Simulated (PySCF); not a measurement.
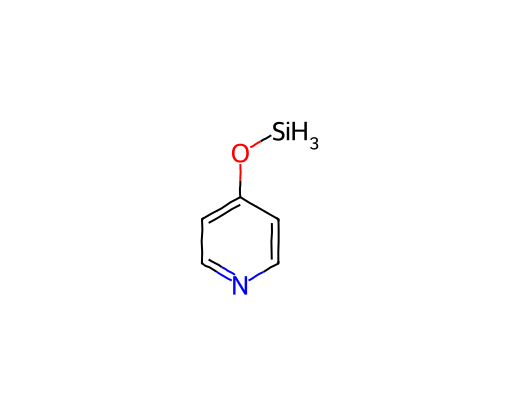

Source: calculation with PySCF.

2D structure.

> Transcribe the drawing into SMILES.

[SiH3]Oc1ccncc1

> Give the formula, hydrogens included.

C5H7NOSi.

> An optimisation with GFN2-xTB gave a structure of which point group?

Cs. Other conformers may differ.
